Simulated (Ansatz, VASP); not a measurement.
# Te in two plane-wave programs, part 2 of 2

Wanted: the spread between two codes on one cell, functional and k mesh.  Valence electrons are named where the data sets of a main pair hold unlike numbers.

VASP 6.6.1 and Ansatz 0.2.0.

So far: The starting structure; VASP: band structure, LDA; Ansatz: band structure, LDA; Comparison; Further runs.

This is not the structure that Te takes at ambient pressure and room temperature (space group No. 152 or space group No. 154); it is a model or a phase of other conditions.

## 6. VASP: band structure, LDA, spin-orbit coupling

Level of this step: LDA, spin-orbit coupling; plane waves and PAW (Te) (VASP).

With cell and atoms fixed, the geometry can't cause a difference; cores, projectors, grids and the points listed under the comparison can.

Input file INCAR:

```
SYSTEM = Te
PREC = Accurate
ENCUT = 400
EDIFF = 1E-06
NELM = 100
ISMEAR = -1
SIGMA = 0.05
LREAL = .FALSE.
ALGO = Normal
GGA = CA
LNONCOLLINEAR = .TRUE.
MAGMOM = 0 0 0 0 0 0 0 0 0
NBANDS = 30
GGA_COMPAT = .FALSE.
LASPH = .TRUE.
LSORBIT = .TRUE.
LORBIT = 11
LWAVE = .FALSE.
LCHARG = .FALSE.
KPAR = 4
```

Input file POSCAR:

```
Te
1.0
    3.8202894285     -2.1482026000      0.0000000000
    3.8202894285      2.1482026000      0.0000000000
   -0.0942908673      0.0000000000      5.9760906531
Te
3
Direct
    0.6905533900      0.6905533900      0.6611905100
    0.3094466100      0.3094466100      0.3388094900
    0.0000000000      0.0000000000      0.0000000000
```

Input file KPOINTS:

```
Automatic mesh
0
Gamma
7 7 5
0 0 0
```

Input file KPOINTS_OPT:

```
Line mode
16
Line-mode
Reciprocal
  0.00000000   0.00000000   0.00000000 GAMMA
  0.50000000   0.50000000  -1.00000000 Y

  0.50000000   0.50000000  -1.00000000 Y
  0.10634868   0.10634868  -1.47794325 F

  0.10634868   0.10634868  -1.47794325 F
  0.50000000   0.50000000  -0.50000000 L

  0.50000000   0.50000000  -0.50000000 L
  0.67252566   0.32747434  -0.50000000 I

  0.32747434  -0.32747434   0.50000000 I1
  0.00000000   0.00000000   0.50000000 Z

  0.00000000   0.00000000   0.50000000 Z
  0.89365132   0.89365132   0.47794325 F1

  0.50000000   0.50000000  -1.00000000 Y
  0.54490434   0.45509566  -1.00000000 X1

  0.45509566  -0.45509566   0.00000000 X
  0.00000000   0.00000000   0.00000000 GAMMA

  0.00000000   0.00000000   0.00000000 GAMMA
  0.50000000   0.00000000  -0.50000000 N

  0.50000000   0.00000000   0.00000000 M
  0.00000000   0.00000000   0.00000000 GAMMA
```

Potentials, in the order of the species: Te (LDA family, release 64).

The run is started by

```console
$ mpirun -np 4 vasp_ncl
```

Numbers of over 12 decimals in the logs are rounded to 6 here.

Output:

```text
[... set-up lines as in an earlier step ...]
 entering main loop
       N       E                     dE             d eps       ncg     rms          rms(c)
DAV:   1     0.656058812375E+02    0.65606E+02   -0.54642E+03  4320   0.774E+02
DAV:   2    -0.624957456262E+01   -0.71855E+02   -0.68988E+02  5640   0.138E+02
DAV:   3    -0.115866272748E+02   -0.53371E+01   -0.52628E+01  5328   0.390E+01
DAV:   4    -0.116958009699E+02   -0.10917E+00   -0.10909E+00  5286   0.661E+00
[...]
DAV:  11    -0.116698298710E+02   -0.27819E-05   -0.35118E-05  4814   0.314E-02    0.221E-02
DAV:  12    -0.116698283316E+02    0.15394E-05   -0.21187E-06  4854   0.936E-03    0.920E-03
DAV:  13    -0.116698282569E+02    0.74692E-07   -0.80552E-07  2560   0.498E-03
   1 F= -.11669828E+02 E0= -.11666800E+02  d E =-.605742E-02  mag=     0.0000     0.0000    -0.0000
 Start KPOINTS_OPT (optional k-point list driver)
k-point batch [1-72\160]
       N       E                     dE             ncg
DAV:   1     0.648647029853E+04   -0.16748E+05     4320
DAV:   2     0.127633998402E+04   -0.52101E+04     5810
DAV:   3     0.883751856025E+03   -0.39259E+03     5252
DAV:   4     0.875713866896E+03   -0.80380E+01     5192
DAV:   5     0.875503794430E+03   -0.21007E+00     5158
DAV:   6     0.875493281445E+03   -0.10513E-01     5514
DAV:   7     0.875493098051E+03   -0.18339E-03     5130
DAV:   8     0.875493088923E+03   -0.91278E-05     3726
DAV:   9     0.875493088359E+03   -0.56369E-06     3250
[...]
k-point batch [145-160\160]
       N       E                     dE             ncg
DAV:   1     0.187522906512E+05   -0.13206E+04      960
DAV:   2     0.175786207911E+05   -0.11737E+04     1314
DAV:   3     0.174879526080E+05   -0.90668E+02     1178
DAV:   4     0.174861325770E+05   -0.18200E+01     1182
DAV:   5     0.174860898269E+05   -0.42750E-01     1136
DAV:   6     0.174860876276E+05   -0.21993E-02     1278
DAV:   7     0.174860875935E+05   -0.34044E-04     1132
DAV:   8     0.174860875919E+05   -0.15869E-05      794
DAV:   9     0.174860875918E+05   -0.14625E-06      736
```

From OUTCAR (step 6):

```text
  Total       -1.5261258     -1.4215210     -1.5966043      0.0000000      0.0000000      0.0142751
  in kB      -24.9277025    -23.2190899    -26.0788965      0.0000000      0.0000000      0.2331688
  external PRESSURE =     -24.7418963 kB  Pullay stress =       0.0000000 kB

 POSITION                                       TOTAL-FORCE (eV/Angst)
 -----------------------------------------------------------------------------------
      5.21388      0.00000      3.95133        -0.095515      0.000000      0.048993
      2.33240      0.00000      2.02476         0.095515      0.000000     -0.048993
      0.00000      0.00000      0.00000         0.000000      0.000000      0.000000
 -----------------------------------------------------------------------------------
    total drift:                                0.000000     -0.000000      0.000000

  FREE ENERGIE OF THE ION-ELECTRON SYSTEM (eV)
  ---------------------------------------------------
  free  energy   TOTEN  =       -11.6698282569 eV

  energy  without entropy=      -11.6637708381  energy(sigma->0) =      -11.66679955

 magnetization (x)
# of ion       s       p       d       tot
------------------------------------------
    1        0.000   0.000   0.000   0.000
    2        0.000   0.000   0.000   0.000
    3        0.000   0.000   0.000   0.000
--------------------------------------------------
tot          0.000   0.000   0.000   0.000

 magnetization (y)
# of ion       s       p       d       tot
------------------------------------------
    1       -0.000  -0.000  -0.000  -0.000
    2       -0.000  -0.000  -0.000  -0.000
    3        0.000   0.000   0.000   0.000
--------------------------------------------------
tot         -0.000  -0.000  -0.000  -0.000

 magnetization (z)
# of ion       s       p       d       tot
------------------------------------------
    1        0.000   0.000   0.000   0.000
    2        0.000   0.000   0.000   0.000
    3        0.000   0.000   0.000   0.000
--------------------------------------------------
tot          0.000   0.000   0.000   0.000

[... 1 part as in an earlier step ...]

[... 2 further parts left out ...]
[key lines of the parts left out:]
E-fermi :   6.2994
```

At this level the cell is under a tension of 2.5 GPa, so at these settings it is away from equilibrium.

## 7. Ansatz: band structure, LDA, spin-orbit coupling

The same cell, functional (in two slightly different forms), mesh and smearing now go to Ansatz, which takes its cutoff from its data sets.

Input file input.yaml:

```yaml
crystal:
  lattice:
    - [3.8202894285, -2.1482026, 0.0]
    - [3.8202894285, 2.1482026, 0.0]
    - [-0.0942908673, 0.0, 5.9760906531]
  atoms:
    - { symbol: Te, position: [0.69055339, 0.69055339, 0.66119051] }
    - { symbol: Te, position: [0.30944661, 0.30944661, 0.33880949] }
    - { symbol: Te, position: [0.0, 0.0, 0.0] }
hamiltonian:
  xc: lda
  pseudopotentials: { kind: paw_fr }
magnetization:
  noncollinear: true
  spin_orbit: true
kpoints:
  mp_grid: { grid: [7, 7, 5] }
  band_path:
    path:
      - [0.0, 0.0, 0.0]
      - [0.16667, 0.16667, -0.33333]
      - [0.33333, 0.33333, -0.66667]
      - [0.5, 0.5, -1.0]
      - [0.36878, 0.36878, -1.15931]
      - [0.21132, 0.21132, -1.35049]
      - [0.10635, 0.10635, -1.47794]
      - [0.26381, 0.26381, -1.08677]
      - [0.39503, 0.39503, -0.76078]
      - [0.5115, 0.4885, -0.5]
      - [0.56901, 0.43099, -0.5]
      - [0.63802, 0.36198, -0.5]
      - [0.30564, -0.30564, 0.5]
      - [0.17465, -0.17465, 0.5]
      - [0.06549, -0.06549, 0.5]
      - [0.11915, 0.11915, 0.49706]
      - [0.41704, 0.41704, 0.48971]
      - [0.7745, 0.7745, 0.48088]
      - [0.50599, 0.49401, -1.0]
      - [0.52395, 0.47605, -1.0]
      - [0.53892, 0.46108, -1.0]
      - [0.36408, -0.36408, 0.0]
      - [0.21238, -0.21238, 0.0]
      - [0.03034, -0.03034, 0.0]
      - [0.1, 0.0, -0.1]
      - [0.3, 0.0, -0.3]
      - [0.46667, 0.0, -0.46667]
      - [0.36667, 0.0, 0.0]
      - [0.2, 0.0, 0.0]
      - [0.0, 0.0, 0.0]
    npoints: 1
scf:
  occupations: { method: fermi_dirac, width: 0.05 }
  n_extra_bands: 14
output:
  forces: true
  stress: true
  eigenvalues: true
```

The run is started by

```console
$ ansatz run input.yaml --threads 2 --pin off --max-ram 4608MiB --backend cpu --events-out ev --progress --plain --runs-dir out
```

Output:

```text
[...]
non-collinear run that drives no moment, with spin-orbit: no starting moment large enough to seed its density (crystal.atoms[].spin), no starting occupations that ask for one, no magnetisation constraint and no magnetic field, so the semilocal B_xc is pinned to zero
Crystal: 3 atoms, lattice volume = 98.089 Å³
Basis set: ecut = 420 eV, 1937 PW (Γ)
[...]
k-point 1: bands = [... 44 lower, 7.7815, 7.7815, 7.9546, 7.9546, 9.1554, 9.1554, 10.0182, 10.0182, ... 10 higher]
  k-point 2: bands = [... 44 lower, 8.0396, 8.0396, 8.5421, 8.5421, 8.8195, 8.8195, 9.3639, 9.3639, ... 10 higher]
  k-point 71: bands = [... 44 lower, 7.8850, 7.8850, 8.4471, 8.4471, 10.0662, 10.0662, 10.2208, 10.2208, ... 10 higher]
[key lines of the parts left out:]
SCF converged after 8 iterations
Magnetization: |M| = 0.0000 μB,  M = (+0.0000, +0.0000, +0.0000) μB
Free energy (F): -20489.334147 eV
Fermi energy:    9.046186 eV
P = ⅓ Tr σ = -2.5254 GPa (-25.254 kbar)
```

Elapsed: 1.8 min, on 2 threads of Arm Neoverse N1, shared host; peak memory 0.9 GiB; 3.6 min of CPU time.

## 8. Comparison

What differs besides the data sets and the points named for the pairs above, as far as they apply: spin-orbit coupling enters by fully relativistic files in Ansatz and inside the spheres in VASP; the data sets hold 48 valence electrons in Ansatz (on its fully relativistic PAW (standard-fr) files) and 18 in VASP. Total energies have different zeros and are not compared.

The two programs side by side:

| quantity | Ansatz | VASP | difference |
| --- | --- | --- | --- |
| pressure (GPa) | -2.53 | -2.47 | -0.05 |

Forces (eV/Å; atoms numbered as in POSCAR):

```csv
atom,"Ansatz x, y, z","VASP x, y, z"
Te1,"-0.082, 0.000, 0.043","-0.096, 0.000, 0.049"
Te2,"0.082, 0.000, -0.043","0.096, 0.000, -0.049"
Te3,"0.000, 0.000, 0.000","0.000, 0.000, 0.000"
```

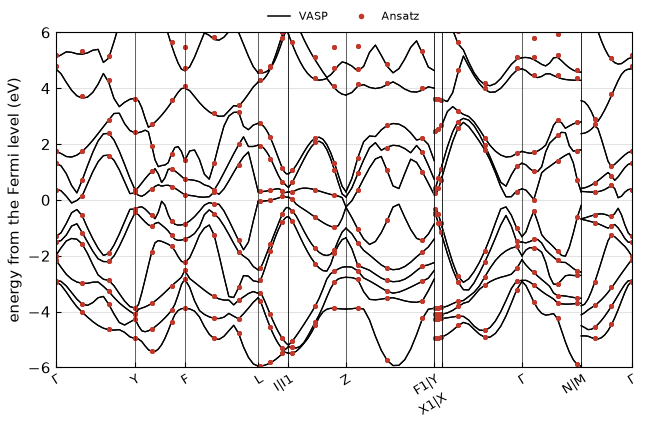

Bands from VASP (lines) and levels from Ansatz (dots). Dots without a line are higher empty bands that the VASP plot leaves out.

The forces differ by 6.9 meV/Å r.m.s., which is 13.7 % of the r.m.s. force of 0.051 eV/Å (both taken over all components). Levels from 3 eV below to 2 eV above the Fermi level differ by 11 meV r.m.s. and 25 meV at most; each VASP level is matched to the nearest of Ansatz, which flatters the figure a little. Ansatz's pressure holds a Pulay correction of 0.04 GPa; VASP's holds none.

## 9. VASP: single point, LDA, spin-orbit coupling

A single point gives forces, pressure and levels at one fixed geometry, so differences don't come from the geometry; what else differs is listed under the comparison.

Changes to INCAR since step 6:

```diff
@@ -5,3 +5,3 @@
 NELM = 100
-ISMEAR = -1
+ISMEAR = -5
 SIGMA = 0.05
@@ -20 +20,2 @@
 KPAR = 4
+NEDOS = 2001
```

POSCAR is that of step 6.

KPOINTS is that of step 6.

The run is started by

```console
$ mpirun -np 4 vasp_ncl
```

Output:

```text
[... set-up lines as in an earlier step ...]
 entering main loop
       N       E                     dE             d eps       ncg     rms          rms(c)
DAV:   1     0.656111686216E+02    0.65611E+02   -0.54642E+03  4320   0.774E+02
DAV:   2    -0.624558386774E+01   -0.71857E+02   -0.69145E+02  5640   0.138E+02
DAV:   3    -0.115836131586E+02   -0.53380E+01   -0.52750E+01  5328   0.390E+01
DAV:   4    -0.116928511523E+02   -0.10924E+00   -0.10910E+00  5286   0.661E+00
[...]
DAV:  12    -0.116674573137E+02   -0.13372E-05   -0.18113E-06  4712   0.879E-03    0.813E-03
DAV:  13    -0.116674595737E+02   -0.22600E-05   -0.74568E-07  2532   0.483E-03    0.444E-03
DAV:  14    -0.116674603162E+02   -0.74254E-06   -0.15081E-07  2478   0.246E-03
   1 F= -.11667460E+02 E0= -.11667460E+02  d E =0.000000E+00  mag=    -0.0000    -0.0000     0.0000
 -----------------------------------------------------------------------------
|                                                                             |
|           W    W    AA    RRRRR   N    N  II  N    N   GGGG   !!!           |
|           W    W   A  A   R    R  NN   N  II  NN   N  G    G  !!!           |
|           W    W  A    A  R    R  N N  N  II  N N  N  G       !!!           |
|           W WW W  AAAAAA  RRRRR   N  N N  II  N  N N  G  GGG   !            |
|           WW  WW  A    A  R   R   N   NN  II  N   NN  G    G                |
|           W    W  A    A  R    R  N    N  II  N    N   GGGG   !!!           |
|                                                                             |
|     Tetrahedron method does not include variations of the Fermi             |
|     occupations, so forces and stress will be inaccurate. We suggest        |
|     using a different smearing scheme ISMEAR = 1 or 2 for metals in         |
|     relaxations.                                                            |
|                                                                             |
 -----------------------------------------------------------------------------
```

Parts of OUTCAR (step 9):

```text
  Total       -1.5976043     -1.4906339     -1.4549327      0.0000000      0.0000000      0.0296419
  in kB      -26.0952298    -24.3479783    -23.7648351      0.0000000      0.0000000      0.4841705
  external PRESSURE =     -24.7360144 kB  Pullay stress =       0.0000000 kB

 POSITION                                       TOTAL-FORCE (eV/Angst)
 -----------------------------------------------------------------------------------
      5.21388      0.00000      3.95133        -0.076137      0.000000      0.028418
      2.33240      0.00000      2.02476         0.076137      0.000000     -0.028418
      0.00000      0.00000      0.00000        -0.000000      0.000000     -0.000000
 -----------------------------------------------------------------------------------
    total drift:                                0.000000     -0.000000      0.000000

  FREE ENERGIE OF THE ION-ELECTRON SYSTEM (eV)
  ---------------------------------------------------
  free  energy   TOTEN  =       -11.6674603162 eV

  energy  without entropy=      -11.6674603162  energy(sigma->0) =      -11.66746032

 magnetization (y)
# of ion       s       p       d       tot
------------------------------------------
    1       -0.000   0.000  -0.000  -0.000
    2       -0.000   0.000  -0.000  -0.000
    3       -0.000  -0.000   0.000  -0.000
--------------------------------------------------
tot         -0.000   0.000  -0.000  -0.000

[... 4 parts as in an earlier step ...]

[... 1 further part left out ...]
[key lines of the parts left out:]
E-fermi :   6.2180
```

With tetrahedra the forces and stress of a metal are not exact derivatives of the energy.

## 10. Ansatz: single point, LDA, spin-orbit coupling

The same cell, functional (in two slightly different forms), mesh and smearing now go to Ansatz, which takes its cutoff from its data sets.

input.yaml, the sections that differ from step 7:

```yaml
kpoints:
  mp_grid: { grid: [7, 7, 5] }
scf:
  occupations: { method: tetrahedron }
output:
  forces: true
  stress: true
# crystal, hamiltonian, magnetization: as in step 7
```

The run is started by

```console
$ ansatz run input.yaml --threads 2 --pin off --max-ram 4608MiB --backend cpu --events-out ev --progress --plain --runs-dir out
```

Output:

```text
Warning: output.forces, output.stress, relax.cell or npt_langevin: where a Kohn–Sham band that disperses or a degenerate level is filled in part under the method tetrahedron, the forces or the stress that this run publishes need not agree with its energy (scf.occupations.method in the input reference, under Limitations); prefer a smearing scheme for the forces or the stress
[...]
k-point 0: bands = [... 44 lower, 7.5483, 7.5483, 7.7507, 7.7507, 9.4161, 9.4161, 10.3758, 10.3758, ... 6 higher]
  k-point 1: bands = [... 44 lower, 7.7814, 7.7814, 7.9572, 7.9572, 9.1550, 9.1550, 10.0181, 10.0181, ... 6 higher]
  k-point 2: bands = [... 44 lower, 8.0427, 8.0427, 8.5430, 8.5430, 8.8183, 8.8183, 9.3634, 9.3634, ... 6 higher]
  k-point 71: bands = [... 44 lower, 7.8852, 7.8852, 8.4472, 8.4472, 10.0662, 10.0662, 10.2211, 10.2211, ... 6 higher]
[key lines of the parts left out:]
SCF converged after 8 iterations
Magnetization: |M| = 0.0000 μB,  M = (+0.0000, +0.0000, +0.0000) μB
Free energy (F): -20489.332167 eV
Fermi energy:    8.967294 eV
P = ⅓ Tr σ = -2.5267 GPa (-25.267 kbar)
```

Run time: 52 s. Hardware: 2 threads; peak memory 0.86 GiB; 1.7 min of CPU time.

The run ends at a pressure of -2.53 GPa, with forces up to 0.068 eV/Å.

## 11. Differences

What differs besides the data sets and the points named for the pairs above, as far as they apply: the data sets hold 48 valence electrons in Ansatz (on its fully relativistic PAW (standard-fr) files) and 18 in VASP. Total energies have different zeros and are not compared.

The two programs side by side:

```
      quantity  Ansatz   VASP  difference
pressure (GPa)   -2.53  -2.47       -0.05
```

Forces (eV/Å; atoms numbered as in POSCAR):

| atom | Ansatz x, y, z | VASP x, y, z |
| --- | --- | --- |
| Te1 | -0.063, 0.000, 0.025 | -0.076, 0.000, 0.028 |
| Te2 | 0.063, 0.000, -0.025 | 0.076, 0.000, -0.028 |
| Te3 | 0.000, 0.000, 0.000 | 0.000, 0.000, 0.000 |

The forces differ by 6.4 meV/Å r.m.s., which is 16.7 % of the r.m.s. force of 0.038 eV/Å (both taken over all components). Ansatz's pressure holds a Pulay correction of 0.04 GPa; VASP's holds none.

## 12. Outcome

```json
{
 "r.m.s. difference of levels near the Fermi level (band structure, LDA)": "5.0 meV",
 "r.m.s. force difference (band structure, LDA)": "7.1 meV/Å",
 "r.m.s. difference of levels near the Fermi level (band structure, LDA, spin-orbit coupling)": "11 meV",
 "r.m.s. force difference (band structure, LDA, spin-orbit coupling)": "6.9 meV/Å",
 "r.m.s. force difference (single point, LDA, spin-orbit coupling)": "6.4 meV/Å"
}
```

In words: The r.m.s. force difference is 7.1 meV/Å (band structure, LDA), within the 12 meV/Å picked in this series as the mark of a large difference. The data sets hold unlike numbers of valence electrons (48 in Ansatz and 18 in VASP), so part of the differences comes from the potentials. Band structure, LDA, Ansatz's all-electron LAPW method: the difference in pressure goes from -0.065 to -0.045 GPa. 3 further runs of this series are not shown here. How closely two codes agree says nothing of how well the functional describes the real material.

[Lines on the potential files, build, host, timing and source positions are cut from VASP's logs without a mark.]

[Logs are printed without paths, hosts, clocks, repeated set-up lines and the standing remarks that a program may print on its own settings, such as how far it seeks lower states.]

[Hosts, paths, dates, database ids (printed as entryN), source tags and the programs' standing remarks are cut or masked in the printed files.]
